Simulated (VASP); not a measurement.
# AlCl2 with PBE + D3: from relaxation to properties

Wanted: the relaxed cell of AlCl2 and its properties. The steps: full relaxation (PBE + D3), second relaxation, single point with fields (PBE + D3), bands along the symmetry lines (PBE + D3), total and projected DOS (PBE + D3) and electric field gradients (PBE + D3). The cell is generated by rule, not measured, and may not be a known phase. Left out of this account: 2 further runs (elastic: elastic constants of a metal on too coarse a mesh; relaxation: a spoilt try).

Method: PBE with D3; plane waves and PAW (Al, Cl); invented cell, in VASP 6.6.1.

### Step 1. Set-up

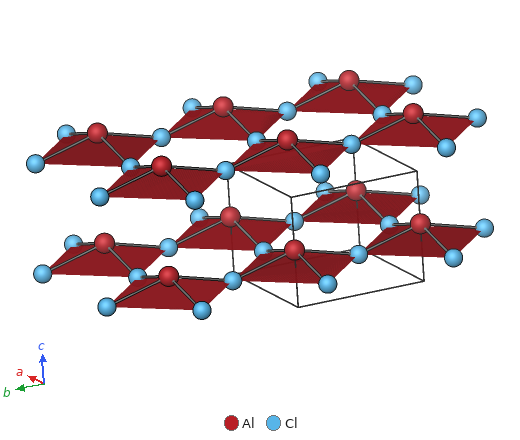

The starting structure, seen from a free direction (aluminium red, chlorine blue). 1×2×2 cells are drawn. Some periodic images of atoms are drawn too.

Structure file:

```cif
data_structure
_symmetry_space_group_name_H-M 'P4mm'
_symmetry_Int_Tables_number 99
_cell_length_a 4.6265
_cell_length_b 4.6265
_cell_length_c 3.7721
_cell_angle_alpha 90.000
_cell_angle_beta 90.000
_cell_angle_gamma 90.000
_cell_volume 80.74
loop_
_atom_site_label
_atom_site_type_symbol
_atom_site_symmetry_multiplicity
_atom_site_Wyckoff_symbol
_atom_site_fract_x
_atom_site_fract_y
_atom_site_fract_z
_atom_site_occupancy
Al1 Al 1 a 0.00000 0.00000 0.52103 1
Cl1 Cl 2 c 0.50000 0.00000 0.36202 1
```

### Step 2. Full relaxation (PBE + D3)

The start need not lie at this functional's minimum. ISIF = 3 frees volume, shape and positions, and EDIFFG sets the threshold on forces and stress at which the search stops. PBE, the usual starting point, adds the gradient of the density. A dispersion term adds the long-range attraction that semilocal functionals lack. D3 makes the C6 coefficients depend on coordination; zero damping switches the term off at short range.

INCAR

```
SYSTEM = AlCl2
PREC = Accurate
ENCUT = 400
EDIFF = 1E-06
NELM = 100
ISMEAR = 0
SIGMA = 0.05
LREAL = .FALSE.
ALGO = Normal
GGA = PE
IVDW = 11
LORBIT = 11
LWAVE = .FALSE.
LCHARG = .FALSE.
IBRION = 2
NSW = 60
ISIF = 3
EDIFFG = -0.01
```

POSCAR

```
AlCl2
1.0
    4.6265386000      0.0000000000      0.0000000000
    0.0000000000      4.6265386000      0.0000000000
    0.0000000000      0.0000000000      3.7721067700
Al Cl
1 2
Direct
    0.0000000000      0.0000000000      0.5210344500
    0.5000000000      0.0000000000      0.3620176100
    0.0000000000      0.5000000000      0.3620176100
```

KPOINTS

```
Automatic mesh
0
Gamma
4 4 5
0 0 0
```

The projector-augmented-wave data sets are Al and Cl (PBE family, release 64).

The run is started by

```
$ mpirun -np 1 vasp_std
```

The program printed:

```text
[banner, memory and clock lines left out]
running    1 mpi-ranks, on    1 nodes
 distrk:  each k-point on    1 cores,    1 groups
 distr:  one band on    1 cores,    1 groups

 POSCAR found type information on POSCAR AlCl
 POSCAR found :  2 types and       3 ions
 LDA part: xc-table for (Slater+PW92), standard interpolation
 POSCAR, INCAR and KPOINTS ok, starting setup
 FFT: planning ... GRIDC
 FFT: planning ... GRID_SOFT
 FFT: planning ... GRID
 WAVECAR not read
 entering main loop
       N       E                     dE             d eps       ncg     rms          rms(c)
DAV:   1     0.909711130875E+02    0.90971E+02   -0.58855E+03   432   0.912E+02
DAV:   2    -0.200349695539E+01   -0.92975E+02   -0.87573E+02   620   0.185E+02
DAV:   3    -0.986907645485E+01   -0.78656E+01   -0.78238E+01   532   0.645E+01
DAV:   4    -0.998366207688E+01   -0.11459E+00   -0.11452E+00   544   0.948E+00
DAV:   5    -0.998648864830E+01   -0.28266E-02   -0.28263E-02   544   0.147E+00    0.821E+00
DAV:   6    -0.962774537704E+01    0.35874E+00   -0.61614E-01   492   0.491E+00    0.489E+00
DAV:   7    -0.958842777965E+01    0.39318E-01   -0.20863E-01   516   0.278E+00    0.148E+00
DAV:   8    -0.958667168447E+01    0.17561E-02   -0.23204E-02   516   0.105E+00    0.142E-01
DAV:   9    -0.958666221292E+01    0.94715E-05   -0.18317E-03   532   0.306E-01    0.726E-02
DAV:  10    -0.958669885530E+01   -0.36642E-04   -0.11846E-04   532   0.853E-02    0.200E-02
DAV:  11    -0.958672297372E+01   -0.24118E-04   -0.33531E-05   484   0.459E-02    0.108E-02
DAV:  12    -0.958672447166E+01   -0.14979E-05   -0.36650E-06   548   0.139E-02    0.304E-03
DAV:  13    -0.958672424464E+01    0.22702E-06   -0.17583E-07   308   0.355E-03
   1 F= -.99362766E+01 E0= -.99354725E+01  d E =-.993628E+01
 curvature:   0.00 expect dE= 0.000E+00 dE for cont linesearch  0.000E+00
 trial: gam= 0.00000 g(F)=  0.149E-02 g(S)=  0.324E-01 ort = 0.000E+00 (trialstep = 0.100E+01)
 search vector abs. value=  0.339E-01
 bond charge predicted
       N       E                     dE             d eps       ncg     rms          rms(c)
DAV:   1    -0.968561992895E+01   -0.98895E-01   -0.27698E+00   432   0.119E+01    0.135E+00
DAV:   2    -0.962629719772E+01    0.59323E-01   -0.91163E-02   492   0.228E+00    0.579E-01
DAV:   3    -0.961102769834E+01    0.15269E-01   -0.48307E-02   516   0.141E+00    0.335E-01
DAV:   4    -0.961019746784E+01    0.83023E-03   -0.25719E-03   496   0.384E-01    0.114E-01
DAV:   5    -0.961001186353E+01    0.18560E-03   -0.85815E-04   528   0.192E-01    0.477E-02
DAV:   6    -0.961002733538E+01   -0.15472E-04   -0.35149E-05   472   0.487E-02    0.164E-02
DAV:   7    -0.961003327482E+01   -0.59394E-05   -0.71818E-06   472   0.214E-02    0.578E-03
DAV:   8    -0.961003317148E+01    0.10334E-06   -0.30731E-07   308   0.447E-03
   2 F= -.99688259E+01 E0= -.99680730E+01  d E =-.325493E-01
[... from here on, the cycles between the ionic steps are left out ...]
   3 F= -.10032772E+02 E0= -.10032045E+02  d E =-.964958E-01
   4 F= -.10033831E+02 E0= -.10033103E+02  d E =-.975542E-01
   5 F= -.10034705E+02 E0= -.10033977E+02  d E =-.984283E-01
   6 F= -.10036048E+02 E0= -.10035320E+02  d E =-.134273E-02
   7 F= -.10037392E+02 E0= -.10036664E+02  d E =-.268686E-02
   8 F= -.10039506E+02 E0= -.10038778E+02  d E =-.211382E-02
   9 F= -.10044167E+02 E0= -.10043439E+02  d E =-.677524E-02
  10 F= -.10047455E+02 E0= -.10046598E+02  d E =-.100637E-01
  11 F= -.10047415E+02 E0= -.10046640E+02  d E =0.400072E-04
  12 F= -.10047847E+02 E0= -.10047026E+02  d E =-.391448E-03
  13 F= -.10047509E+02 E0= -.10046699E+02  d E =0.337594E-03
 trial-energy change:    0.000338  1 .order    0.000348   -0.000910    0.001605
 step:   1.3460(harm=  1.3254)  dis= 0.00229  next Energy=   -10.048015 (dE=-0.168E-03)
 bond charge predicted
       N       E                     dE             d eps       ncg     rms          rms(c)
DAV:   1    -0.965980713606E+01   -0.49443E-02   -0.22520E-01   444   0.336E+00    0.300E-01
DAV:   2    -0.965749427071E+01    0.23129E-02   -0.69294E-03   524   0.714E-01    0.147E-01
DAV:   3    -0.965647288299E+01    0.10214E-02   -0.17562E-03   516   0.285E-01    0.558E-02
DAV:   4    -0.965642057759E+01    0.52305E-04   -0.10232E-04   588   0.772E-02    0.283E-02
DAV:   5    -0.965641576650E+01    0.48111E-05   -0.15011E-05   492   0.270E-02    0.690E-03
DAV:   6    -0.965641616804E+01   -0.40154E-06   -0.13698E-06   312   0.928E-03
  14 F= -.10048013E+02 E0= -.10047196E+02  d E =-.166554E-03
 curvature:  -1.99 expect dE=-0.221E-04 dE for cont linesearch -0.307E-07
 trial: gam= 0.00291 g(F)=  0.288E-05 g(S)=  0.822E-05 ort = 0.339E-05 (trialstep = 0.320E+01)
 search vector abs. value=  0.111E-04
 reached required accuracy - stopping structural energy minimisation
```

Run time: 1.7 min. Hardware: 1 MPI rank of AMD EPYC 7R43, shared host; peak memory 0.13 GiB.

The logs omit lines about the potential files and the build; timing stands in the text.

From OUTCAR (step 2):

```text
ion  position               nearest neighbor table
   1  0.000  0.000  0.521-   2 2.39   3 2.39   3 2.39   2 2.39
   2  0.500  0.000  0.362-   1 2.39   1 2.39
   3  0.000  0.500  0.362-   1 2.39   1 2.39

  LATTYP: Found a simple tetragonal cell.
 ALAT       =     4.6265386000
 C/A-ratio  =     0.8153194204

 Subroutine GETGRP returns: Found  8 space group operations
 (whereof  8 operations were pure point group operations)

The static configuration has the point symmetry C_4v.

 Found     18 irreducible k-points:

   k-points           NKPTS =     18   k-points in BZ     NKDIM =     18   number of bands    NBANDS=     12

   dimension x,y,z NGX =    30 NGY =   30 NGZ =   28
   dimension x,y,z NGXF=    60 NGYF=   60 NGZF=   56

   ENCUT  =  400.0 eV  29.40 Ry    5.42 a.u.   7.54  7.54  6.15*2*pi/ulx,y,z

   NELECT =      17.0000    total number of electrons

 k-points in reciprocal lattice and weights: Automatic mesh
   0.00000000  0.00000000  0.00000000       0.013
   0.25000000  0.00000000  0.00000000       0.050
   0.50000000  0.00000000  0.00000000       0.025
   0.25000000  0.25000000  0.00000000       0.050
   0.50000000  0.25000000  0.00000000       0.050
   0.50000000  0.50000000  0.00000000       0.013
   0.00000000  0.00000000  0.20000000       0.025
   0.25000000  0.00000000  0.20000000       0.100
   0.50000000  0.00000000  0.20000000       0.050
[...]
0.50000000  0.25000000  0.40000000       0.100
   0.50000000  0.50000000  0.40000000       0.025

 Edisp (eV)   -0.39265

 average (electrostatic) potential at core
       1 -78.8149       2 -93.2654       3 -93.2654

 E-fermi :   3.0407

 k-point     1 :       0.0000    0.0000    0.0000
  band No.  band energies     occupation
    ...
      5      -0.1834      2.00000
      6       0.0386      2.00000
      7       0.0386      2.00000
      8       0.2540      2.00000
      9       0.8137      2.00000
     10       7.2920      0.00000
     11       8.5789      0.00000
     12       9.5124      0.00000

 k-point     2 :       0.2500    0.0000    0.0000
  band No.  band energies     occupation
    ...
      5      -0.5995      2.00000
      6      -0.3282      2.00000
      7       0.0993      2.00000
      8       0.6973      2.00000
      9       1.6861      2.00000
     10       7.7911      0.00000
     11       9.1890      0.00000
     12       9.4028      0.00000

 k-point     3 :       0.5000    0.0000    0.0000
  band No.  band energies     occupation
    ...
      4      -3.1780      2.00000
      5      -0.8240      2.00000
      6      -0.7019      2.00000
      7       0.3722      2.00000
      8       0.4340      2.00000
      9       3.1797      0.00008
     10       7.4051      0.00000
     11       8.7888      0.00000
     12       9.3571      0.00000

 Edisp (eV)   -0.39160

  Total       0.00954     0.00954     0.01814     0.00000     0.00000     0.00000
  in kB       0.20691     0.20691     0.39344     0.00000     0.00000     0.00000
  external pressure =        0.27 kB  Pullay stress =        0.00 kB

  energy-cutoff  :      400.00
  volume of cell :       73.87
      direct lattice vectors                 reciprocal lattice vectors
     4.678617551  0.000000000  0.000000000     0.213738351  0.000000000  0.000000000
     0.000000000  4.678617551  0.000000000     0.000000000  0.213738351  0.000000000
     0.000000000 -0.000000000  3.374564472     0.000000000 -0.000000000  0.296334537

 POSITION                                       TOTAL-FORCE (eV/Angst)
 -----------------------------------------------------------------------------------
      0.00000     -0.00000      1.58895         0.000000      0.000000     -0.006312
      2.33931     -0.00000      1.30631         0.000000     -0.000000      0.003156
      0.00000      2.33931      1.30631         0.000000     -0.000000      0.003156
 -----------------------------------------------------------------------------------
    total drift:                                0.000000      0.000000      0.000885

  FREE ENERGIE OF THE ION-ELECTRON SYSTEM (eV)
  ---------------------------------------------------
  free  energy   TOTEN  =       -10.0480134332 eV

  energy  without entropy=      -10.0463789534  energy(sigma->0) =      -10.04719619

 reached required accuracy - stopping structural energy minimisation

 total charge
# of ion       s       p       d       tot
------------------------------------------
    1        0.415   0.252   0.000   0.667
    2        1.604   3.534   0.000   5.139
    3        1.604   3.534   0.000   5.139
--------------------------------------------------
tot          3.623   7.321   0.000  10.944

[... 3 further parts left out ...]
```

CONTCAR:

```
AlCl2
   1.00000000000000
     4.6786175514610937    0.0000000000000000    0.0000000000000000
     0.0000000000000000    4.6786175514610937    0.0000000000000000
     0.0000000000000000   -0.0000000000000000    3.3745644722887471
  Al              Cl
     1     2
Direct
     0.0000000000000000    0.0000000000000000    0.4708600666692430
     0.5000000000000000    0.0000000000000000    0.3871048016653819
     0.0000000000000000    0.5000000000000000    0.3871048016653819
```

This run has no spin polarisation. Its electron count is odd, so without a moment it is a metal by construction. The k-mesh is coarse for a metal. After so large a change of volume the plane waves of the start cell no longer fit, so the final stress carries a basis-set error. The run keeps the 8 symmetry operations of its start, so it cannot find a distortion of lower symmetry.

The steps of the relaxation:

```tsv
step	energy less that of the first step (eV)	largest force (eV/Å)	pressure (GPa)	volume (Å³)
1	0.0000	0.1434	-0.78	80.74
2	-0.0325	0.1411	-0.81	79.20
3	-0.0965	0.1547	-0.58	74.51
4	-0.0976	0.1601	-0.38	73.14
5	-0.0984	0.1583	-0.48	73.71
6	-0.0998	0.0790	0.75	72.04
7	-0.1011	0.1122	0.23	72.73
8	-0.1032	0.0969	0.20	72.90
9	-0.1079	0.0589	0.08	73.41
10	-0.1112	0.0149	-0.17	74.46
11	-0.1111	0.0077	0.34	73.45
12	-0.1116	0.0036	0.08	73.96
13	-0.1112	0.0106	-0.05	73.70
14	-0.1117	0.0063	0.03	73.87
```

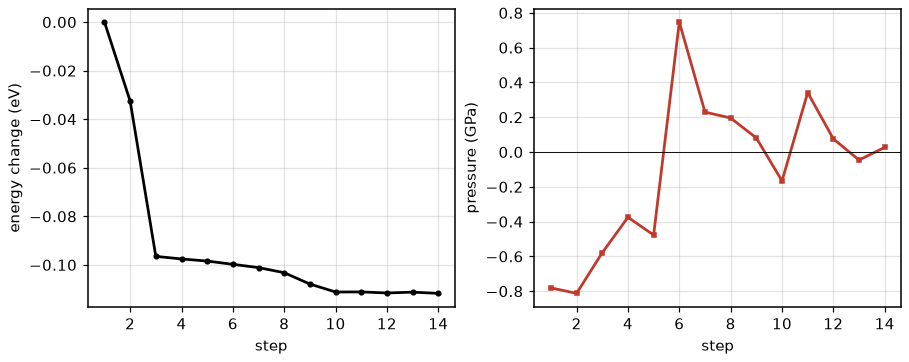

Energy and pressure along the relaxation.

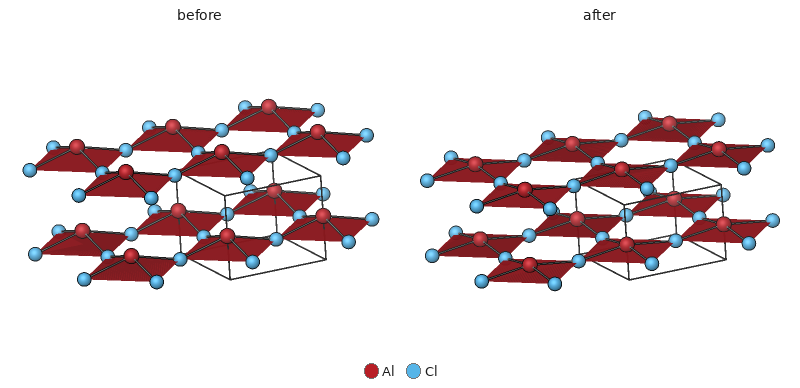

Before and after, at one scale.

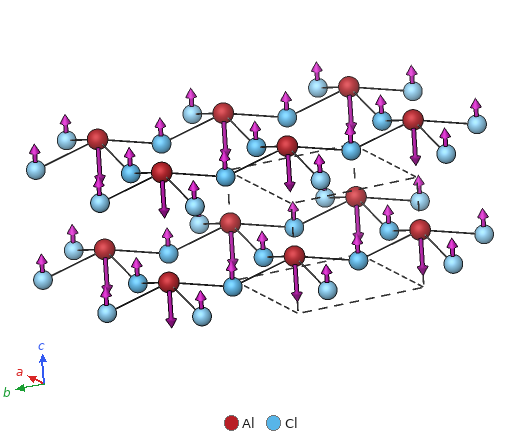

Displacements in the relaxation, exaggerated, measured against the changing cell; the longest in the cell stands for 0.17 Å. 1×2×2 cells are drawn. Some periodic images of atoms are drawn too.

```tsv
conventional cell, symmetrised	before	after	change
a (Å)	4.627	4.679	+1.1 %
b (Å)	4.627	4.679	+1.1 %
c (Å)	3.772	3.375	-10.5 %
volume (Å³/atom)	26.91	24.62	-8.5 %
```

The atoms that moved most (Å, as changes of fractional coordinates times the final cell):

```tsv
atom	dx	dy	dz	length
Al1	0.000	0.000	-0.169	0.169
Cl2	0.000	0.000	0.085	0.085
Cl3	0.000	0.000	0.085	0.085
```

The relaxed structure:

```xyz
3
Lattice="4.6786 0.0000 0.0000 0.0000 4.6786 0.0000 0.0000 0.0000 3.3746" Properties=species:S:1:pos:R:3 pbc="T T T"
Al    0.0000    0.0000    1.5889
Cl    2.3393    0.0000    1.3063
Cl    0.0000    2.3393    1.3063
```

Numbers from this step:

```yaml
electrons: 17
bands: 12
irreducible_k_points: 18
symmetry_operations: 8
free_energy_toten: -10.05 eV
energy_at_zero_smearing: -10.05 eV
fermi_energy: 3.041 eV
pressure: 0.02691 GPa
metallic: yes
scf_cycles_over_all_ionic_steps: 103
```

It ends with a largest force of 0.006 eV/Å and a pressure of 0.03 GPa.

(Part 1 of 3 ends here.)

[Lines on the potential files, build, host, timing and source positions are cut from VASP's logs without a mark.]

[Logs are printed without paths, hosts, clocks, repeated set-up lines and the standing remarks that a program may print on its own settings, such as how far it seeks lower states.]

[Hosts, paths, dates, database ids (printed as entryN), source tags and the programs' standing remarks are cut or masked in the printed files.]

[A measured line is paired with the nearest computed mode of its activity, which favours agreement.]

[In band tables of VASP the shares of atoms and orbitals are scaled to a sum of 1 inside the atoms' spheres.]
